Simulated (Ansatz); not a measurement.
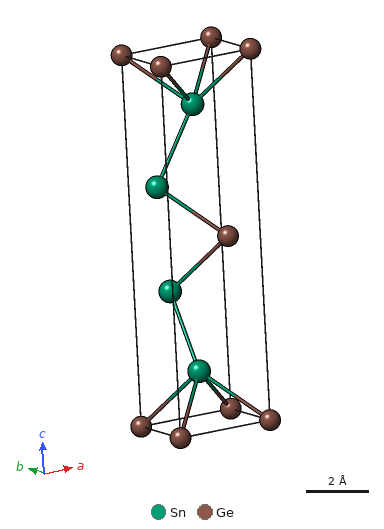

Drawn in the ball-and-stick manner and seen slightly off an axis. The frame is the simulation cell; atoms at its boundary are shown with their periodic copies.

Results below were computed with Ansatz 0.2.0, DFT, PAW plane waves, PBEsol; the settings were wavefunction cutoff 420 eV, a 7×7×7 mesh of k-points, Fermi-Dirac smearing of 0.1 eV, no spin polarisation. The pressure of the cell is 20 GPa.

Q: How charged are the atoms, by the Bader scheme?

A: Sn +0.12 e; Ge -0.23 e. Little charge moves, as in a metallic or covalent solid.

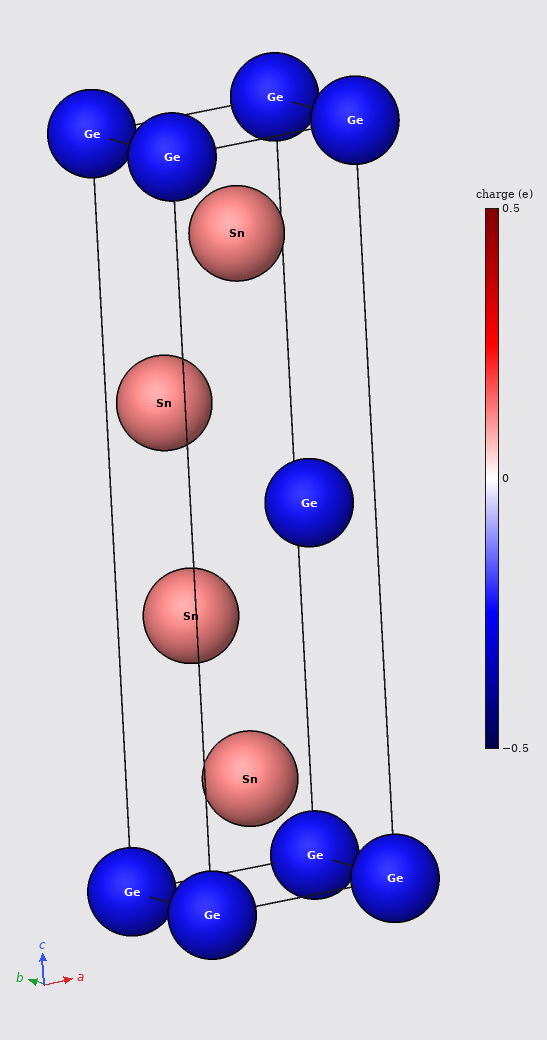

The atoms coloured by those charges.

Its origin is a generated cell, made by putting these elements into a known structure type (the compound may or may not exist in this form). The geometry was optimised with DFT, PAW plane waves, PBEsol in Ansatz.

At this level of theory the cell isn't at rest (compressed, at 20 GPa), so its distances can differ from those at equilibrium, the more so the softer the solid.
